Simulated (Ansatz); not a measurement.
# Lattice dynamics of CsMgF3 (Pm-3m)

Task: relax CsMgF3 (Pm-3m), then find its harmonic phonons.

Method: DFT PBEsol, scalar-relativistic, plane waves, PAW; PAW set soft_1, in Ansatz 0.2.0.

## Step 1: Starting point

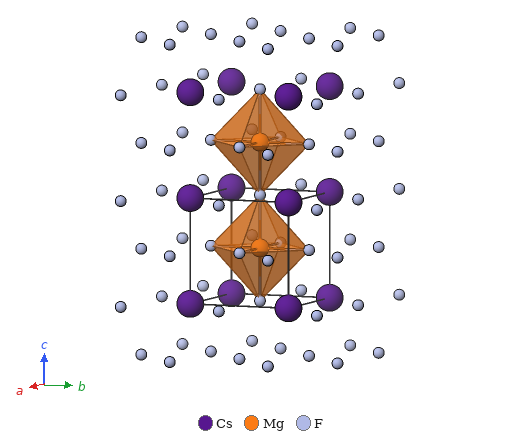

Start, viewed slightly off an axis; caesium purple, magnesium orange, fluorine light blue. 1×1×2 cells are drawn. Some periodic images of atoms are drawn too.

As a file:

```cif
data_structure
_symmetry_space_group_name_H-M 'P 1'
_symmetry_Int_Tables_number 1
_cell_length_a 4.2523
_cell_length_b 4.2523
_cell_length_c 4.2523
_cell_angle_alpha 90.000
_cell_angle_beta 90.000
_cell_angle_gamma 90.000
_cell_volume 76.89
loop_
_atom_site_label
_atom_site_type_symbol
_atom_site_fract_x
_atom_site_fract_y
_atom_site_fract_z
_atom_site_occupancy
Cs1 Cs 0.00000 0.00000 0.00000 1
Mg2 Mg 0.50000 0.50000 0.50000 1
F3 F 0.00000 0.50000 0.50000 1
F4 F 0.50000 0.00000 0.50000 1
F5 F 0.50000 0.50000 0.00000 1
```

## Step 2: Relaxation

The cell and atoms are relaxed, since residual forces and stress would shift the frequencies.

input.yaml reads:

```yaml
crystal:
  lattice:
    - [4.252307, 0.0, 0.0]
    - [0.0, 4.252307, 0.0]
    - [0.0, 0.0, 4.252307]
  atoms:
    - { symbol: Cs, position: [0.0, 0.0, 0.0] }
    - { symbol: Mg, position: [0.5, 0.5, 0.5] }
    - { symbol: F, position: [0.0, 0.5, 0.5] }
    - { symbol: F, position: [0.5, 0.0, 0.5] }
    - { symbol: F, position: [0.5, 0.5, 0.0] }
kpoints:
  mp_grid: { grid: [6, 6, 6] }
hamiltonian:
  xc: pbesol
  pseudopotentials: { kind: paw, azcp: { folder: soft_1 }, xc_functional: pbe }
scf:
  occupations: { method: gaussian, width: 0.02 }
output:
  forces: true
  stress: true
  eigenvalues: true
relax:
  adjacent_minimum: "off"
  f_tol: 0.005
  max_steps: 80
  cell: { stress_tol: 0.05 }
```

Started as:

```console
$ ansatz run input.yaml --threads 4 --pin off --max-ram 10240MiB --backend cpu --events-out ev --progress --plain --runs-dir out
```

Numbers of over 12 decimals in the logs are rounded to 6 here.

The log of the run:

```text
Engine: ansatz 0.2.0, x86_64-unknown-linux-gnu
Pseudopotentials: kind: paw
Pseudopotential: Cs, paw, valence charge 9, recommended cutoff 420 eV (normal), soft_1/Cs.paw.azcp
Pseudopotential: Mg, paw, valence charge 10, recommended cutoff 420 eV (normal), soft_1/Mg.paw.azcp
Pseudopotential: F, paw, valence charge 7, recommended cutoff 420 eV (normal), soft_1/F.paw.azcp
Functional definition: PBEsol
  exchange = pbesol_x
  correlation = pbesol_c
Crystal: 5 atoms, lattice volume = 76.891 Å³
Basis set: ecut = 420 eV, 1503 PW (Γ), exchange–correlation on 60×60×60 points (8 copies of the dense FFT grid, shifted against one another)
Bands: 25, of which v1, the nominal top of the filled ones, is band 20 counted from 1 (19 counted from 0)
Symmetry: 48 space group operations
Space group: Pm-3m (ITA 221), of the structure as read, at distance tolerance 4.3e-5 Å
k-points: 20 of 216
Non-local potential: Cs, projectors of the file, l = 0: 3, l = 1: 2, l = 2: 2, l = 3: 2
Non-local potential: Mg, projectors of the file, l = 0: 3, l = 1: 2, l = 2: 1
Non-local potential: F, projectors of the file, l = 0: 2, l = 1: 2, l = 2: 1
PAW form: soft (Blöchl's): semilocal exchange-correlation on the pseudo side does not see the compensation charge
PAW frozen core: Cs, regenerated for the run's functional, and the local potential with it (the file was generated under x = pbe(κ = 0.804, μ = 0.219515), c = pbe(β = 0.066725))
PAW frozen core: Mg, regenerated for the run's functional, and the local potential with it (the file was generated under x = pbe(κ = 0.804, μ = 0.219515), c = pbe(β = 0.066725))
PAW frozen core: F, regenerated for the run's functional, and the local potential with it (the file was generated under x = pbe(κ = 0.804, μ = 0.219515), c = pbe(β = 0.066725))
PAW one-centre angular grid: Cs, 194 points (default); XC on 64 Gauss nodes
PAW one-centre angular grid: Mg, 110 points (default); XC on 64 Gauss nodes
PAW one-centre angular grid: F, 110 points (default); XC on 64 Gauss nodes
Initial density: superposition of atomic densities (chi_scale 0.1, normalization cell, long waves kept (reshape's long-wave potential 0.00 eV rms))
Initial wavefunctions: pseudopotential atomic-orbital guess
Functional: x = pbesol(κ = 0.804, μ = 0.123457), c = pbesol(β = 0.046)
SCF iter   1: F=—  HF=-9910.780954 eV  |F-HF|=—  |Δ(HF+E_count)|=         —  Δρ=1.52e-1  dr2=1.37e1  ethr=3.10e-3  ⟨swp⟩=7.5  Hψ=2718  notcnv=0
preconditioner: auto → Resta (q_TF=auto, 2.447 Å⁻¹)  ε∞=3.6  [insulator: Δε(μ)=4.038 eV  Ē_g=14.821 eV  σ=0.020 eV  W_gap=1.00  n_scr=18 (ndim 8)  ℏωp=24.0 eV  f_vac=0.001  D(μ)=0.00/eV (n_scr^D=0)  ε∞_Penn≈3.6]
SCF iter   2: F=—  HF=-9907.219140 eV  |F-HF|=—  |Δ(HF+E_count)|=    3.56e0  Δρ=5.36e-2  dr2=1.35e0  ethr=3.10e-3  ⟨swp⟩=4.0  Hψ=1317  notcnv=0  defer=20
SCF iter   3: F=—  HF=-9906.987850 eV  |F-HF|=—  |Δ(HF+E_count)|=   2.31e-1  Δρ=2.07e-2  dr2=3.71e-1  ethr=3.10e-3  ⟨swp⟩=2.5  Hψ=942  notcnv=0  defer=20
SCF iter   4: F=—  HF=-9906.914853 eV  |F-HF|=—  |Δ(HF+E_count)|=   7.30e-2  Δρ=3.45e-3  dr2=1.31e-2  ethr=9.28e-4  ⟨swp⟩=3.2  Hψ=1017  notcnv=0  defer=20
SCF iter   5: F=—  HF=-9906.913786 eV  |F-HF|=—  |Δ(HF+E_count)|=   1.07e-3  Δρ=9.56e-4  dr2=7.00e-4  ethr=3.29e-5  ⟨swp⟩=2.6  Hψ=1008  notcnv=0  defer=20
SCF iter   6: F=—  HF=-9906.913967 eV  |F-HF|=—  |Δ(HF+E_count)|=   1.81e-4  Δρ=2.34e-4  dr2=4.50e-5  ethr=1.75e-6  ⟨swp⟩=2.2  Hψ=820  notcnv=0  defer=20
SCF iter   7: F=—  HF=-9906.913759 eV  |F-HF|=—  |Δ(HF+E_count)|=   2.08e-4  Δρ=3.27e-5  dr2=1.42e-6  ethr=1.13e-7  ⟨swp⟩=3.0  Hψ=987  notcnv=0  defer=20
SCF iter   8: F=—  HF=-9906.913759 eV  |F-HF|=—  |Δ(HF+E_count)|=   5.31e-8  Δρ=1.42e-5  dr2=1.30e-7  ethr=2.50e-10  ⟨swp⟩=11.6  Hψ=2935  notcnv=0
SCF iter   9: F=-9906.913759 eV  HF=-9906.913759 eV  |F-HF|=5.71e-10  |Δ(HF+E_count)|=   2.77e-9  Δρ=1.21e-6  dr2=1.25e-9  ethr=2.50e-10  ⟨swp⟩=4.2  Hψ=1671  notcnv=0
SCF 1 converged in 9 iterations: F = -9906.913759 eV  dr2 = 1.25e-9
  greatest PAW one-centre occupation: 1.000 electrons in one spin orbital (limit 2), on the Mg atom at site 1 (counted from 0), in its partial waves of l = 0
relax step   1: F+E_penalty+E_count = -9906.91375938 eV  Δ(F+E_penalty+E_count) = +0.000e0 eV  max|allowed force component| = 6.014e-29 eV/Å  Δτ_max = 0.0000 Å  P = -3.156 GPa  Ω = 76.891 Å³  (9 SCF iters, dr2 threshold 1.00e-7 eV, accepted)
Crystal: 5 atoms, lattice volume = 74.390 Å³
Basis set: ecut = 420 eV, 1419 PW (Γ), exchange–correlation on 60×60×60 points (8 copies of the dense FFT grid, shifted against one another)
Initial density: handed on by an earlier stage of this run
Initial wavefunctions: those handed on with the density
iter 1 solved again at ethr=1.07e-5 eV; its pass at ethr=3.10e-3 eV (dr2=4.26e-3 eV) is discarded
SCF iter   1: F=—  HF=-9906.953910 eV  |F-HF|=—  |Δ(HF+E_count)|=         —  Δρ=2.20e-3  dr2=4.25e-3  ethr=1.07e-5  ⟨swp⟩=1.2  Hψ=2660  notcnv=0
preconditioner: auto → Resta (q_TF=auto, 2.460 Å⁻¹)  ε∞=3.2  [insulator: Δε(μ)=6.704 eV  Ē_g=16.546 eV  σ=0.020 eV  W_gap=1.00  n_scr=18 (ndim 8)  ℏωp=24.4 eV  f_vac=0.002  D(μ)=0.00/eV (n_scr^D=0)  ε∞_Penn≈3.2]
SCF iter   2: F=—  HF=-9906.952457 eV  |F-HF|=—  |Δ(HF+E_count)|=   1.45e-3  Δρ=1.34e-3  dr2=8.16e-4  ethr=1.06e-5  ⟨swp⟩=2.0  Hψ=770  notcnv=0
SCF iter   3: F=—  HF=-9906.952206 eV  |F-HF|=—  |Δ(HF+E_count)|=   2.51e-4  Δρ=4.89e-4  dr2=2.06e-4  ethr=2.04e-6  ⟨swp⟩=2.1  Hψ=883  notcnv=0
SCF iter   4: F=—  HF=-9906.951983 eV  |F-HF|=—  |Δ(HF+E_count)|=   2.22e-4  Δρ=1.01e-4  dr2=6.15e-6  ethr=5.15e-7  ⟨swp⟩=2.5  Hψ=853  notcnv=0
SCF iter   5: F=-9906.951984 eV  HF=-9906.951984 eV  |F-HF|=1.33e-7  |Δ(HF+E_count)|=   8.62e-7  Δρ=2.52e-5  dr2=2.75e-7  ethr=1.25e-9  ⟨swp⟩=4.4  Hψ=2552  notcnv=0
SCF 2 converged in 5 iterations: F = -9906.951984 eV  dr2 = 2.75e-7
relax step   2: F+E_penalty+E_count = -9906.95198449 eV  Δ(F+E_penalty+E_count) = -3.823e-2 eV  max|allowed force component| = 1.201e-29 eV/Å  Δτ_max = 0.0000 Å  P = -1.087 GPa  Ω = 74.390 Å³  energy of the carried Pulay correction = +4.651e-3 eV  (5 SCF iters, dr2 threshold 5.00e-7 eV, accepted)
Crystal: 5 atoms, lattice volume = 73.141 Å³
Basis set: ecut = 420 eV, 1365 PW (Γ), exchange–correlation on 60×60×60 points (8 copies of the dense FFT grid, shifted against one another)
iter 1 solved again at ethr=2.77e-6 eV; its pass at ethr=3.10e-3 eV (dr2=1.11e-3 eV) is discarded
SCF iter   1: F=—  HF=-9906.958896 eV  |F-HF|=—  |Δ(HF+E_count)|=         —  Δρ=1.09e-3  dr2=1.04e-3  ethr=2.77e-6  ⟨swp⟩=1.6  Hψ=2663  notcnv=0
preconditioner: auto → Resta (q_TF=auto, 2.467 Å⁻¹)  ε∞=3.2  [insulator: Δε(μ)=6.844 eV  Ē_g=16.667 eV  σ=0.020 eV  W_gap=1.00  n_scr=18 (ndim 8)  ℏωp=24.6 eV  f_vac=0.002  D(μ)=0.00/eV (n_scr^D=0)  ε∞_Penn≈3.2]
SCF iter   2: F=—  HF=-9906.958533 eV  |F-HF|=—  |Δ(HF+E_count)|=   3.62e-4  Δρ=6.70e-4  dr2=2.15e-4  ethr=2.61e-6  ⟨swp⟩=2.0  Hψ=719  notcnv=0
SCF iter   3: F=—  HF=-9906.958338 eV  |F-HF|=—  |Δ(HF+E_count)|=   1.96e-4  Δρ=2.43e-4  dr2=4.99e-5  ethr=5.38e-7  ⟨swp⟩=2.8  Hψ=883  notcnv=0
SCF iter   4: F=—  HF=-9906.958323 eV  |F-HF|=—  |Δ(HF+E_count)|=   1.47e-5  Δρ=4.93e-5  dr2=1.71e-6  ethr=1.25e-7  ⟨swp⟩=2.2  Hψ=736  notcnv=0
SCF iter   5: F=-9906.958323 eV  HF=-9906.958323 eV  |F-HF|=3.56e-8  |Δ(HF+E_count)|=   1.21e-7  Δρ=1.55e-5  dr2=1.12e-7  ethr=1.25e-9  ⟨swp⟩=6.0  Hψ=2228  notcnv=0
SCF 3 converged in 5 iterations: F = -9906.958323 eV  dr2 = 1.12e-7
relax step   3: F+E_penalty+E_count = -9906.95832300 eV  Δ(F+E_penalty+E_count) = -6.339e-3 eV  max|allowed force component| = 5.529e-30 eV/Å  Δτ_max = 0.0000 Å  P = +0.089 GPa  Ω = 73.141 Å³  energy of the carried Pulay correction = +7.033e-3 eV  (5 SCF iters, dr2 threshold 5.00e-7 eV, accepted)
[...]
relax step   4: F+E_penalty+E_count = -9906.95817561 eV  Δ(F+E_penalty+E_count) = +1.474e-4 eV  max|allowed force component| = 3.852e-30 eV/Å  Δτ_max = 0.0000 Å  P = +0.001 GPa  Ω = 73.231 Å³  energy of the carried Pulay correction = +6.860e-3 eV  (4 SCF iters, dr2 threshold 1.99e-8 eV, accepted)
[...]
relax step   5: F+E_penalty+E_count = -9906.95311323 eV  Δ(F+E_penalty+E_count) = +5.062e-3 eV  max|allowed force component| = 1.576e-29 eV/Å  Δτ_max = 0.0000 Å  P = -0.163 GPa  Ω = 73.231 Å³  stress off target by 1.63e-1 GPa  SCF on the basis re-selected at this cell (its energy is not comparable with the rows above)  (6 SCF iters)
[...]
relax step   6: F+E_penalty+E_count = -9906.95351568 eV  Δ(F+E_penalty+E_count) = -4.025e-4 eV  max|allowed force component| = 9.427e-30 eV/Å  Δτ_max = 0.0000 Å  P = +0.001 GPa  Ω = 73.064 Å³  energy of the carried Pulay correction = +3.179e-4 eV  (4 SCF iters, dr2 threshold 6.64e-8 eV, accepted)
iter 1 solved again at ethr=1.38e-7 eV; its pass at ethr=3.10e-3 eV (dr2=5.51e-5 eV) is discarded
SCF iter   1: F=—  HF=-9906.953395 eV  |F-HF|=—  |Δ(HF+E_count)|=         —  Δρ=2.44e-5  dr2=1.49e-7  ethr=1.38e-7  ⟨swp⟩=3.1  Hψ=3763  notcnv=0
preconditioner: auto → Resta (q_TF=auto, 2.468 Å⁻¹)  ε∞=3.2  [insulator: Δε(μ)=6.876 eV  Ē_g=16.689 eV  σ=0.020 eV  W_gap=1.00  n_scr=18 (ndim 8)  ℏωp=24.6 eV  f_vac=0.002  D(μ)=0.00/eV (n_scr^D=0)  ε∞_Penn≈3.2]
SCF iter   2: F=—  HF=-9906.953261 eV  |F-HF|=—  |Δ(HF+E_count)|=   1.34e-4  Δρ=1.42e-5  dr2=7.85e-8  ethr=3.72e-10  ⟨swp⟩=3.5  Hψ=1160  notcnv=0
SCF iter   3: F=—  HF=-9906.953261 eV  |F-HF|=—  |Δ(HF+E_count)|=   1.41e-8  Δρ=7.72e-6  dr2=1.60e-8  ethr=1.96e-10  ⟨swp⟩=2.7  Hψ=869  notcnv=0
SCF iter   4: F=—  HF=-9906.953261 eV  |F-HF|=—  |Δ(HF+E_count)|=   5.46e-9  Δρ=1.72e-6  dr2=1.26e-9  ethr=4.00e-11  ⟨swp⟩=2.0  Hψ=766  notcnv=0
SCF iter   5: F=—  HF=-9906.953261 eV  |F-HF|=—  |Δ(HF+E_count)|=  3.53e-10  Δρ=1.52e-6  dr2=8.86e-10  ethr=3.16e-12  ⟨swp⟩=2.0  Hψ=880  notcnv=0
SCF iter   6: F=—  HF=-9906.953261 eV  |F-HF|=—  |Δ(HF+E_count)|=  3.64e-10  Δρ=5.34e-7  dr2=1.11e-10  ethr=2.21e-12  ⟨swp⟩=2.1  Hψ=779  notcnv=0
SCF iter   7: F=-9906.953261 eV  HF=-9906.953261 eV  |F-HF|=3.64e-12  |Δ(HF+E_count)|=  1.09e-11  Δρ=1.53e-7  dr2=8.31e-12  ethr=1.00e-12  ⟨swp⟩=4.0  Hψ=1720  notcnv=0
SCF 7 converged in 7 iterations: F = -9906.953261 eV  dr2 = 8.31e-12
relax step   7: F+E_penalty+E_count = -9906.95326056 eV  Δ(F+E_penalty+E_count) = +2.551e-4 eV  max|allowed force component| = 1.516e-29 eV/Å  Δτ_max = 0.0000 Å  P = -0.005 GPa  Ω = 73.064 Å³  stress off target by 4.87e-3 GPa  SCF on the basis re-selected at this cell (its energy is not comparable with the rows above)  (7 SCF iters)
basis re-selected at this cell: Δ(F+E_penalty+E_count) = +2.551e-4 eV, ΔP = -0.005 GPa vs the last step (what re-selecting the basis moved, of the pressure what is left beyond the Pulay correction that the steps carried, after the strain that the cell walked since its last selection, with what the two solves' SCF thresholds leave and, on support functions, any second-order correction that the steps lacked; it is no m [...]
SCF converged after 7 iterations
Free energy (F): -9906.953261 eV
Harris-Foulkes:  -9906.953261 eV  (|F-HF|=3.64e-12)
Internal energy: -9906.953261 eV  (E = F + TS)
E sigma→0 (E₀):  -9906.953261 eV
Fermi energy:    7.294220 eV
--- Per-component energies (eV) ---
  E_band       = -414.279625
  E_kinetic    = 811.864393
  E_local      = -3648.499219  (includes V_loc(G=0)·N_el)
  E_nonlocal   = 481.342764
  E_hartree    = 1340.253303
  E_xc         = -435.656563
  E_vxc        = -470.197010  (∫ρ·V_xc dr)
  E_paw        = -5861.682323  (= ΣΔE_a)
  E_vpaw       = -269.299642  (= ΣTr[D̂ρ^β])
  E_aug_tail   = 0.002480  (compensation charges beyond the density's cutoff)
  E_ewald      = -2594.908450
  E_core_change = 0.330354  (= ΣΔE_core)
  E_smearing   = -0.000000  (= −TS)
  E_closure    = -0.000000  (closes the sum)
  Σ components = -9906.953261   (vs F -9906.953261, Δ=0.00e0)
--- Forces (eV/Å), atoms counted from 1 ---
  atom   1  Cs     0.00000000     0.00000000     0.00000000
  atom   2  Mg     0.00000000     0.00000000    -0.00000000
  atom   3  F      0.00000000     0.00000000     0.00000000
  atom   4  F      0.00000000    -0.00000000     0.00000000
  atom   5  F     -0.00000000    -0.00000000    -0.00000000
  max |Σ_I F_I| component: 1.89e-29 eV/Å
--- Stress (GPa, compression-positive) ---
       -0.004865      -0.000000       0.000000
       -0.000000      -0.004865      -0.000000
        0.000000      -0.000000      -0.004865
  P = ⅓ Tr σ = -0.0049 GPa (-0.049 kbar)
--- Band table (eV; the first three rows and the last of 20) ---
  k-point 0: bands = [... 16 lower, 3.0343, 3.8562, 3.8562, 3.8562, 10.7322, 12.3396, 12.3396, 15.2252, ... 1 higher]
  k-point 1: bands = [... 16 lower, 2.9965, 3.5270, 3.7620, 3.7620, 11.2348, 12.6046, 12.8537, 15.3450, ... 1 higher]
  k-point 2: bands = [... 16 lower, 3.0143, 3.0143, 3.5460, 3.5460, 12.3384, 13.1841, 13.8752, 15.5607, ... 1 higher]
  k-point 19: bands = [... 16 lower, 3.5792, 3.7273, 3.7273, 3.7273, 12.7134, 12.7134, 12.7134, 16.3940, ... 1 higher]
--- Relaxed structure (5 steps of the walk, 5 accepted, 2 SCFs on fresh bases) ---
  F+E_penalty+E_count = -9906.95326056 eV   max|allowed force component| = 1.516e-29 eV/Å   (the final SCF, on the basis selected at the relaxed cell)
  cell:  # Å, volume = 73.0641 Å³
    - [4.180562, 0, 0]
    - [0, 4.180562, 0]
    - [0, 0, 4.180562]
  atoms:
    - { symbol: Cs, position: [0, 0, 0] }
    - { symbol: Mg, position: [0.5, 0.5, 0.5] }
    - { symbol: F, position: [0, 0.5, 0.5] }
    - { symbol: F, position: [0.5, 0, 0.5] }
    - { symbol: F, position: [0.5, 0.5, 0] }
```

Wall time 4 s (4 threads of Intel Xeon Platinum 8375C at 2.90GHz (Ice Lake), shared host); peak memory 0.64 GiB.

Relaxation path:

```tsv
step	energy less that of the first step (eV)	largest force component (eV/Å)	pressure (GPa)	volume (Å³)
1	0.0000	0.0000	-3.16	76.89
2	-0.0382	0.0000	-1.09	74.39
3	-0.0446	0.0000	0.09	73.14
4	-0.0444	0.0000	0.00	73.23
5*	-0.0394	0.0000	-0.16	73.23
6	-0.0398	0.0000	0.00	73.06
7*	-0.0395	0.0000	0.00	73.06
```

Relaxation steps marked * repeat the geometry before them on a plane-wave basis chosen anew for their cell, so energy and pressure can jump there.

The run keeps the 48 symmetry operations that it works with, so distortions that break them were not tested.

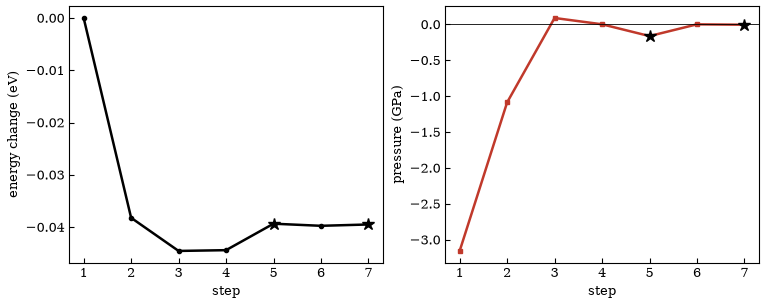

Energy and pressure along the relaxation. Stars mark steps on a basis chosen anew.

```tsv
conventional cell, symmetrised	before	after	change
a (Å)	4.252	4.181	-1.7 %
b (Å)	4.252	4.181	-1.7 %
c (Å)	4.252	4.181	-1.7 %
volume (Å³/atom)	15.38	14.61	-5.0 %
```

Final coordinates:

```xyz
5
Lattice="4.1806 0.0000 0.0000 0.0000 4.1806 0.0000 0.0000 0.0000 4.1806" Properties=species:S:1:pos:R:3 pbc="T T T"
Cs    0.0000    0.0000    0.0000
Mg    2.0903    2.0903    2.0903
F     0.0000    2.0903    2.0903
F     2.0903    0.0000    2.0903
F     2.0903    2.0903    0.0000
```

Numbers from this step:

* pressure: -0.004865 GPa
* gap on the k-mesh: 6.876 eV
* volume per atom: 14.61 Å³
* direct gap on mesh: 6.876 eV

In this step the volume went from 15.38 to 14.61 Å³/atom.

## Step 3: Relaxing to small forces for the phonons

Phonons need a cell at rest on their own settings, so the relaxation is repeated with tight tolerances on forces and stress, using the mesh and the filling of the phonon run that follows.

input.yaml, the sections that differ from step 2:

```yaml
crystal:
  lattice:
    - [4.1805617951, 0.0, 0.0]
    - [0.0, 4.1805617951, 0.0]
    - [0.0, 0.0, 4.1805617951]
  atoms:
    - { symbol: Cs, position: [0.0, 0.0, 0.0] }
    - { symbol: Mg, position: [0.5, 0.5, 0.5] }
    - { symbol: F, position: [0.0, 0.5, 0.5] }
    - { symbol: F, position: [0.5, 0.0, 0.5] }
    - { symbol: F, position: [0.5, 0.5, 0.0] }
kpoints:
  mp_grid: { grid: [8, 8, 8] }
scf:
  occupations: { method: fixed }
relax:
  adjacent_minimum: "off"
  f_tol: 0.001
  max_steps: 60
  cell: { stress_tol: 0.01 }
# hamiltonian, output: as in step 2
```

The log of the run:

```text
[...]
Crystal: 5 atoms, lattice volume = 73.064 Å³
Basis set: ecut = 420 eV, 1365 PW (Γ), exchange–correlation on 60×60×60 points (8 copies of the dense FFT grid, shifted against one another)
Bands: 25, of which v1, the nominal top of the filled ones, is band 20 counted from 1 (19 counted from 0)
Symmetry: 48 space group operations
[...]
k-points: 35 of 512
[...]
--- Relaxed structure (1 steps of the walk, 1 accepted, 1 SCFs on fresh bases) ---
[...]
cell:  # Å, volume = 73.0641 Å³
    - [4.1805617951, 0.0, 0.0]
    - [0.0, 4.1805617951, 0.0]
    - [0.0, 0.0, 4.1805617951]
  atoms:
    - { symbol: Cs, position: [0.0, 0.0, 0.0] }
    - { symbol: Mg, position: [0.5, 0.5, 0.5] }
    - { symbol: F, position: [0.0, 0.5, 0.5] }
    - { symbol: F, position: [0.5, 0.0, 0.5] }
    - { symbol: F, position: [0.5, 0.5, 0.0] }
[key lines of the parts left out:]
SCF converged after 10 iterations
Free energy (F): -9906.953193 eV
Fermi energy:    3.856176 eV
P = ⅓ Tr σ = -0.0057 GPa (-0.057 kbar)
```

Wall time 2 s (4 threads); peak memory 0.66 GiB; 7 s of CPU time.

Little changed from the start: no atom moved by 0.005 Å and no cell edge by 0.1 %.

This step gave:

- pressure: -0.005681 GPa

The forces vanish by symmetry and the pressure is -0.006 GPa, within the tolerances set. The cell now holds 14.61 Å³/atom.

[end of part 1 of 3]

[Logs are printed without paths, hosts, clocks, repeated set-up lines and the standing remarks that a program may print on its own settings, such as how far it seeks lower states.]

[Hosts, paths, dates, database ids (printed as entryN), source tags and the programs' standing remarks are cut or masked in the printed files.]
